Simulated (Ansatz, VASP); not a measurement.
# Cross-check of ZnO (zincite) between VASP and Ansatz

One calculation is typed for both programs; each brings its own data sets and cutoff. How far apart do they land?

Calculated with Ansatz 0.2.0; plane waves, with VASP 6.6.1 beside it; single point at LDA.

**1. Set-up**

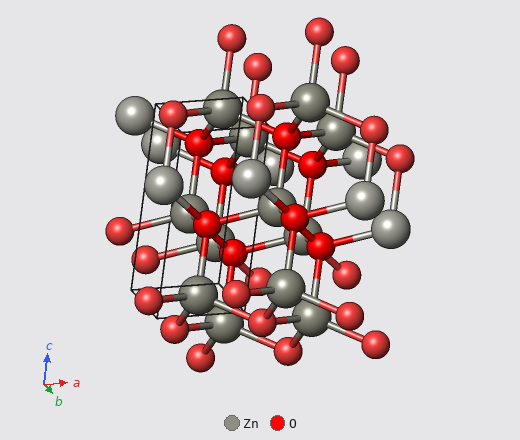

The starting structure, seen from a free direction (zinc grey, oxygen red). 2×2×1 cells are drawn. Some periodic images of atoms are drawn too.

**2. Ansatz: single point, LDA**

Ansatz runs on its default PAW (the set named soft_2) files.

A single point gives forces, pressure and levels at one fixed geometry, so differences don't come from the geometry; what else differs is listed under the comparison.

File input.yaml:

```yaml
crystal:
  lattice:
    - [3.249308, 0.0, 0.0]
    - [-1.624654, 2.8139832727, 0.0]
    - [0.0, 0.0, 5.205709]
  atoms:
    - { symbol: Zn, position: [0.6666666667, 0.3333333333, 0.0] }
    - { symbol: Zn, position: [0.3333333333, 0.6666666667, 0.5] }
    - { symbol: O, position: [0.3333333333, 0.6666666667, 0.87901] }
    - { symbol: O, position: [0.6666666667, 0.3333333333, 0.37901] }
hamiltonian:
  xc: lda
  pseudopotentials: { kind: paw }
kpoints:
  mp_grid: { grid: [11, 11, 6] }
scf:
  occupations: { method: gaussian, width: 0.01 }
  n_extra_bands: 5
output:
  forces: true
  stress: true
  eigenvalues: true
  write_density: true
  write_potential: true
  elf: true
  volumetric_format: npy
```

Run with:

```sh
$ ansatz run input.yaml --threads 2 --pin off --max-ram 4608MiB --backend cpu --events-out ev --progress --plain --runs-dir out
```

Numbers of over 12 decimals in the logs are rounded to 6 here.

Output:

```text
scf.n_extra_bands = 5 over 18 filled bands (N_el = 36.0): the run solves 23 bands
Engine: ansatz 0.2.0, aarch64-unknown-linux-gnu
Pseudopotentials: kind: paw
Pseudopotential: Zn, paw, valence charge 12, recommended cutoff 420 eV (normal), Zn.paw.azcp
Pseudopotential: O, paw, valence charge 6, recommended cutoff 420 eV (normal), O.paw.azcp
Functional definition: SPW92
  exchange = slater_x
  correlation = pw_c
Crystal: 4 atoms, lattice volume = 47.598 Å³
Basis set: ecut = 420 eV, 941 PW (Γ)
Bands: 23, of which v1, the nominal top of the filled ones, is band 18 counted from 1 (17 counted from 0)
Symmetry: 12 space group operations
Space group: P63mc (ITA 186), of the structure as read, at distance tolerance 3.6e-5 Å
k-points: 64 of 726 (time reversal used)
Non-local potential: Zn, projectors of the file, l = 0: 2, l = 1: 2, l = 2: 3, l = 3: 1
Non-local potential: O, projectors of the file, l = 0: 2, l = 1: 2, l = 2: 1
PAW form: soft (Blöchl's): semilocal exchange-correlation on the pseudo side does not see the compensation charge
PAW frozen core: Zn, regenerated for the run's functional, and the local potential with it (the file was generated under x = pbe(κ = 0.804, μ = 0.219515), c = pbe(β = 0.066725))
PAW frozen core: O, regenerated for the run's functional, and the local potential with it (the file was generated under x = pbe(κ = 0.804, μ = 0.219515), c = pbe(β = 0.066725))
PAW one-centre angular grid: Zn, 590 points (default); XC on 64 Gauss nodes
PAW one-centre angular grid: O, 110 points (default); XC on 64 Gauss nodes
Initial density: superposition of atomic densities (neutral atoms: chi_scale 0, normalization atom), corrected by the library's trained network
Initial wavefunctions: pseudopotential atomic-orbital guess
Functional: x = slater, c = lda
SCF iter   1: F=—  HF=-7603.923510 eV  |F-HF|=—  |Δ(HF+E_count)|=         —  Δρ=1.87e-2  dr2=1.43e-1  ethr=1.77e-3  ⟨swp⟩=6.1  Hψ=6596  notcnv=0
preconditioner: auto → Resta (q_TF=auto, 2.604 Å⁻¹)  ε∞=7.0  [insulator: Δε(μ)=0.553 eV  Ē_g=13.228 eV  σ=0.010 eV  W_gap=1.00  n_scr=22 (ndim 8)  ℏωp=32.3 eV  f_vac=0.035  D(μ)=0.00/eV (n_scr^D=0)  ε∞_Penn≈7.0]
SCF iter   2: F=—  HF=-7603.887038 eV  |F-HF|=—  |Δ(HF+E_count)|=   3.65e-2  Δρ=3.92e-3  dr2=2.62e-3  ethr=3.97e-4  ⟨swp⟩=3.0  Hψ=3401  notcnv=0  defer=64
SCF iter   3: F=—  HF=-7603.886296 eV  |F-HF|=—  |Δ(HF+E_count)|=   7.42e-4  Δρ=2.06e-3  dr2=1.15e-3  ethr=7.27e-6  ⟨swp⟩=3.0  Hψ=2814  notcnv=0  defer=64
SCF iter   4: F=—  HF=-7603.885916 eV  |F-HF|=—  |Δ(HF+E_count)|=   3.80e-4  Δρ=3.78e-4  dr2=3.80e-5  ethr=3.21e-6  ⟨swp⟩=3.0  Hψ=2799  notcnv=0  defer=64
SCF iter   5: F=—  HF=-7603.885911 eV  |F-HF|=—  |Δ(HF+E_count)|=   5.52e-6  Δρ=1.46e-4  dr2=9.61e-6  ethr=1.05e-7  ⟨swp⟩=2.0  Hψ=2432  notcnv=0  defer=64
SCF iter   6: F=—  HF=-7603.885911 eV  |F-HF|=—  |Δ(HF+E_count)|=   2.66e-7  Δρ=6.34e-5  dr2=1.85e-6  ethr=2.67e-8  ⟨swp⟩=3.0  Hψ=2647  notcnv=0  defer=64
SCF iter   7: F=—  HF=-7603.885911 eV  |F-HF|=—  |Δ(HF+E_count)|=   2.28e-7  Δρ=1.91e-5  dr2=1.80e-7  ethr=5.15e-9  ⟨swp⟩=2.2  Hψ=2453  notcnv=0  defer=64
SCF iter   8: F=-7603.885911 eV  HF=-7603.885911 eV  |F-HF|=5.84e-10  |Δ(HF+E_count)|=   1.85e-8  Δρ=2.51e-6  dr2=4.13e-9  ethr=2.78e-10  ⟨swp⟩=10.9  Hψ=9486  notcnv=0
SCF 1 converged in 8 iterations: F = -7603.885911 eV  dr2 = 4.13e-9
  greatest PAW one-centre occupation: 0.987 electrons in one spin orbital (limit 2), on the Zn atom at site 0 (counted from 0), in its partial waves of l = 2
SCF converged after 8 iterations
Free energy (F): -7603.885911 eV
Harris-Foulkes:  -7603.885911 eV  (|F-HF|=5.84e-10)
Internal energy: -7603.885911 eV  (E = F + TS)
E sigma→0 (E₀):  -7603.885911 eV
Fermi energy:    7.134891 eV
--- Per-component energies (eV) ---
  E_band       = 48.674840
  E_kinetic    = 609.295176
  E_local      = -4008.062093  (includes V_loc(G=0)·N_el)
  E_nonlocal   = 1343.909390
  E_hartree    = 1638.572372
  E_xc         = -413.441479
  E_vxc        = -290.332074  (∫ρ·V_xc dr)
  E_paw        = -3814.877007  (= ΣΔE_a)
  E_vpaw       = -883.287598  (= ΣTr[D̂ρ^β])
  E_aug_tail   = 0.004350  (compensation charges beyond the density's cutoff)
  E_ewald      = -2962.594745
  E_core_change = 3.308126  (= ΣΔE_core)
  E_smearing   = -0.000000  (= −TS)
  E_closure    = 0.000000  (closes the sum)
  Σ components = -7603.885911   (vs F -7603.885911, Δ=0.00e0)
--- Forces (eV/Å), atoms counted from 1 ---
  atom   1  Zn    -0.00000000     0.00000000    -0.05145533
  atom   2  Zn    -0.00000000    -0.00000000    -0.05145533
  atom   3  O     -0.00000000     0.00000000     0.05141819
  atom   4  O     -0.00000000    -0.00000000     0.05141819
  max |Σ_I F_I| component: 7.43e-5 eV/Å
--- Stress (GPa, compression-positive) ---
       -7.650499       0.000000       0.000000
        0.000000      -7.650499      -0.000000
       -0.000000      -0.000000      -5.913680
  P = ⅓ Tr σ = -7.0716 GPa (-70.716 kbar)
--- Band table (eV; the first three rows and the last of 64) ---
  k-point 0: bands = [... 14 lower, 5.9481, 6.6944, 6.7671, 6.7671, 7.5026, 11.8506, 14.8873, 19.4318, ... 1 higher]
  k-point 1: bands = [... 14 lower, 6.0039, 6.1226, 6.7127, 6.7127, 8.1593, 11.6291, 15.0852, 19.4360, ... 1 higher]
  k-point 2: bands = [... 14 lower, 6.1563, 6.1563, 6.5660, 6.5660, 9.1547, 11.0227, 15.6834, 18.1185, ... 1 higher]
  k-point 63: bands = [... 14 lower, 4.1335, 4.1335, 5.5265, 5.5265, 14.0776, 14.0776, 15.0278, 15.0278, ... 1 higher]
```

Wall time 5.8 s (2 threads of Arm Neoverse V2, shared host); peak memory 0.36 GiB; 10 s of CPU time.

In the SCF lines HF is the Harris–Foulkes energy and dr2 the Hartree energy of the density residual, in eV; the loop may stop once dr2 is under the threshold and the program's other checks hold. Hψ counts applications of the Hamiltonian.

The run ends at a pressure of -7.07 GPa, with forces up to 0.051 eV/Å.

**3. VASP: single point, LDA**

The same cell, functional (in two slightly different forms), mesh and smearing now go to VASP, with its own data sets and cutoff.

Lines of VASP's logs that name or quote its potential files are left out, and so is its time.

File INCAR:

```
SYSTEM = ZnO
PREC = Accurate
ENCUT = 520
EDIFF = 1E-07
NELM = 100
ISMEAR = 0
SIGMA = 0.01
LREAL = .FALSE.
ALGO = Normal
GGA = CA
NBANDS = 24
LORBIT = 11
LWAVE = .FALSE.
LCHARG = .FALSE.
KPAR = 4
```

File POSCAR:

```
ZnO
1.0
    3.2493080000      0.0000000000      0.0000000000
   -1.6246540000      2.8139832727      0.0000000000
    0.0000000000      0.0000000000      5.2057090000
Zn O
2 2
Direct
    0.6666666667      0.3333333333      0.0000000000
    0.3333333333      0.6666666667      0.5000000000
    0.3333333333      0.6666666667      0.8790100000
    0.6666666667      0.3333333333      0.3790100000
```

File KPOINTS:

```
Automatic mesh
0
Gamma
11 11 6
0 0 0
```

The projector-augmented-wave data sets are Zn and O (PBE family, release 64).

Run with:

```sh
$ mpirun -np 4 vasp_std
```

Output:

```text
[banner, memory and clock lines left out]
running    4 mpi-ranks, on    1 nodes
 distrk:  each k-point on    1 cores,    4 groups
 distr:  one band on    1 cores,    1 groups

 POSCAR found type information on POSCAR ZnO
 POSCAR found :  2 types and       4 ions
|                                                                             |
|               ----> ADVICE to this user running VASP <----                  |
|                                                                             |
|     You enforced a specific xc type in the INCAR file but a different       |
|     [... a line on the potential file left out ...]
|     I HOPE YOU KNOW WHAT YOU ARE DOING!                                     |
|                                                                             |

 LDA part: xc-table for (Slater(with rela. corr.)+CA(PZ))
 , standard interpolation
 POSCAR, INCAR and KPOINTS ok, starting setup
 FFT: planning ... GRIDC
 FFT: planning ... GRID_SOFT
 FFT: planning ... GRID
 WAVECAR not read
 entering main loop
       N       E                     dE             d eps       ncg     rms          rms(c)
DAV:   1     0.281605117550E+03    0.28161E+03   -0.18534E+04  3096   0.219E+03
DAV:   2     0.380771638277E+01   -0.27780E+03   -0.26416E+03  3376   0.423E+02
DAV:   3    -0.235769530730E+02   -0.27385E+02   -0.27171E+02  3520   0.140E+02
DAV:   4    -0.240083289462E+02   -0.43138E+00   -0.43113E+00  3608   0.186E+01
DAV:   5    -0.240109865083E+02   -0.26576E-02   -0.26575E-02  3472   0.139E+00    0.137E+01
DAV:   6    -0.211268280669E+02    0.28842E+01   -0.79316E+00  5424   0.682E+01    0.901E+00
DAV:   7    -0.212509512476E+02   -0.12412E+00   -0.23828E+00  3248   0.170E+01    0.538E+00
DAV:   8    -0.212439107741E+02    0.70405E-02   -0.69568E-01  4120   0.768E+00    0.171E+00
DAV:   9    -0.211884677362E+02    0.55443E-01   -0.12241E-01  4592   0.678E+00    0.424E-01
DAV:  10    -0.211899334805E+02   -0.14657E-02   -0.44678E-02  3088   0.151E+00    0.869E-02
DAV:  11    -0.211899298267E+02    0.36538E-05   -0.75607E-04  3648   0.237E-01    0.338E-02
DAV:  12    -0.211899290778E+02    0.74896E-06   -0.49154E-05  3320   0.709E-02    0.101E-02
DAV:  13    -0.211899297672E+02   -0.68938E-06   -0.25503E-06  4384   0.409E-02    0.975E-03
DAV:  14    -0.211899284483E+02    0.13188E-05   -0.19637E-06  4384   0.270E-02    0.363E-03
DAV:  15    -0.211899284080E+02    0.40318E-07   -0.54784E-07  3232   0.555E-03
   1 F= -.21189928E+02 E0= -.21189928E+02  d E =-.381953E-18
```

From OUTCAR (step 3):

```text
ion  position               nearest neighbor table
   1  0.667  0.333  0.000-   4 1.97   3 1.98   3 1.98   3 1.98
   2  0.333  0.667  0.500-   3 1.97   4 1.98   4 1.98   4 1.98
   3  0.333  0.667  0.879-   2 1.97   1 1.98   1 1.98   1 1.98
   4  0.667  0.333  0.379-   1 1.97   2 1.98   2 1.98   2 1.98

  LATTYP: Found a hexagonal cell.
 ALAT       =     3.2493080000
 C/A-ratio  =     1.6020977390

 Subroutine GETGRP returns: Found 12 space group operations
 (whereof  6 operations were pure point group operations)

The static configuration has the point symmetry C_3v.
 The point group associated with its full space group is C_6v.

 Found     64 irreducible k-points:

   k-points           NKPTS =     64   k-points in BZ     NKDIM =     64   number of bands    NBANDS=     24

   dimension x,y,z NGX =    24 NGY =   24 NGZ =   40
   dimension x,y,z NGXF=    48 NGYF=   48 NGZF=   80

   ENCUT  =  520.0 eV  38.22 Ry    6.18 a.u.   6.04  6.04  9.68*2*pi/ulx,y,z

   NELECT =      36.0000    total number of electrons

 k-points in reciprocal lattice and weights: Automatic mesh
   0.00000000  0.00000000  0.00000000       0.001
   0.09090909  0.00000000  0.00000000       0.008
   0.18181818  0.00000000  0.00000000       0.008
   0.27272727  0.00000000  0.00000000       0.008
   0.36363636 -0.00000000  0.00000000       0.008
   0.45454545  0.00000000  0.00000000       0.008
   0.09090909  0.09090909  0.00000000       0.008
   0.18181818  0.09090909  0.00000000       0.017
   0.27272727  0.09090909  0.00000000       0.017
[...]
0.27272727  0.27272727  0.50000000       0.008
   0.36363636  0.27272727  0.50000000       0.008

 average (electrostatic) potential at core
       1 -35.5655       2 -35.5655       3 -73.1396       4 -73.1396

 E-fermi :   0.8254

 k-point     1 :       0.0000    0.0000    0.0000
  band No.  band energies     occupation
    ...
     14      -0.0520      2.00000
     15      -0.0520      2.00000
     16       0.6976      2.00000
     17       0.7694      2.00000
     18       0.7694      2.00000
     19       1.5035      0.00000
     20       5.8455      0.00000
     21       8.8853      0.00000
     22      13.4027      0.00000
     23      13.4027      0.00000
    ...

 k-point     2 :       0.0909    0.0000    0.0000
  band No.  band energies     occupation
    ...
     14      -0.3600      2.00000
     15      -0.1651      2.00000
     16       0.2183      2.00000
     17       0.6414      2.00000
     18       0.7102      2.00000
     19       2.1597      0.00000
     20       6.1937      0.00000
     21       8.8786      0.00000
     22      12.5443      0.00000
     23      13.4854      0.00000
    ...

 k-point     3 :       0.1818    0.0000    0.0000
  band No.  band energies     occupation
    ...
     14      -1.1196      2.00000
     15      -0.4679      2.00000
     16      -0.4666      2.00000
     17       0.4688      2.00000
     18       0.5450      2.00000
     19       3.1596      0.00000
     20       7.0121      0.00000
     21       8.8472      0.00000
     22      11.1334      0.00000
     23      12.9345      0.00000
    ...

  Total       -1.9287195     -1.9287195     -1.3904731      0.0000000      0.0000000      0.0000000
  in kB      -64.9213239    -64.9213239    -46.8037761      0.0000000      0.0000000      0.0000000
  external PRESSURE =     -58.8821413 kB  Pullay stress =       0.0000000 kB

  energy-cutoff  :      520.00
  volume of cell :       47.60
      direct lattice vectors                 reciprocal lattice vectors
     3.249308000  0.000000000  0.000000000     0.307757836  0.177684070  0.000000000
    -1.624654000  2.813983273  0.000000000     0.000000000  0.355368139  0.000000000
     0.000000000  0.000000000  5.205709000     0.000000000  0.000000000  0.192096792

 POSITION                                       TOTAL-FORCE (eV/Angst)
 -----------------------------------------------------------------------------------
      1.62465      0.93799      0.00000         0.000000     -0.000000     -0.055919
     -0.00000      1.87599      2.60285        -0.000000      0.000000     -0.055919
     -0.00000      1.87599      4.57587         0.000000     -0.000000      0.055919
      1.62465      0.93799      1.97302         0.000000      0.000000      0.055919
 -----------------------------------------------------------------------------------
    total drift:                               -0.000000     -0.000000     -0.000194

  FREE ENERGIE OF THE ION-ELECTRON SYSTEM (eV)
  ---------------------------------------------------
  free  energy   TOTEN  =       -21.1899284080 eV

  energy  without entropy=      -21.1899284080  energy(sigma->0) =      -21.18992841

 total charge
# of ion       s       p       d       tot
------------------------------------------
    1        0.470   0.501   9.908  10.880
    2        0.470   0.501   9.908  10.880
    3        1.535   3.430   0.000   4.965
    4        1.535   3.430   0.000   4.965
--------------------------------------------------
tot          4.010   7.863  19.817  31.689

[... 3 further parts left out ...]
```

The run ends at a pressure of -5.89 GPa, with forces up to 0.056 eV/Å.

**4. Differences**

Known differences besides the PAW data sets themselves: the two LDA forms differ slightly; the cutoff is 420 eV in Ansatz and 520 eV in VASP; Ansatz makes its cores anew for this functional, VASP keeps those of its PBE data sets. Total energies have different zeros and are not compared.

The two programs side by side:

```csv
quantity,Ansatz,VASP,difference
pressure (GPa),-7.07,-5.89,-1.18
gap on the k mesh (eV),0.735,0.734,+0.001
```

Forces (eV/Å; atoms numbered as in POSCAR):

```csv
atom,"Ansatz x, y, z","VASP x, y, z"
Zn1,"0.000, 0.000, -0.051","0.000, 0.000, -0.056"
Zn2,"0.000, 0.000, -0.051","0.000, 0.000, -0.056"
O3,"0.000, 0.000, 0.051","0.000, 0.000, 0.056"
O4,"0.000, 0.000, 0.051","0.000, 0.000, 0.056"
```

The forces differ by 2.6 meV/Å r.m.s., which is 8.0 % of the r.m.s. force of 0.03 eV/Å (both taken over all components). Ansatz's pressure holds a Pulay correction of 0.90 GPa; VASP's holds none.

**5. Further runs**

The difference is large enough to ask for its cause, so further runs change the set-up of one program at a time, as the table lists.

```csv
run,difference in pressure (GPa)
as above,-1.2
"cores kept as stored, as VASP does, whose cores stay as stored",-1.0
Ansatz's larger PAW set (cutoff 900 eV),-1.2
norm-conserving potentials (cutoff 1143 eV),-1.6
```

**6. What came out**

- difference in pressure (single point, LDA): -1.2 GPa

What this shows: The difference in pressure is -1.2 GPa (single point, LDA), beyond the 1 GPa picked in this series as the mark of a large difference. For single point, LDA: no further run halves the difference in pressure; only Ansatz's side was varied. 1 further run on this material is not shown. Differences of this kind measure data sets and numerical settings, not the functional's error against experiment.

[Lines on the potential files, build, host, timing and source positions are cut from VASP's logs without a mark.]

[Logs are printed without paths, hosts, clocks, repeated set-up lines and the standing remarks that a program may print on its own settings, such as how far it seeks lower states.]

[Hosts, paths, dates, database ids (printed as entryN), source tags and the programs' standing remarks are cut or masked in the printed files.]
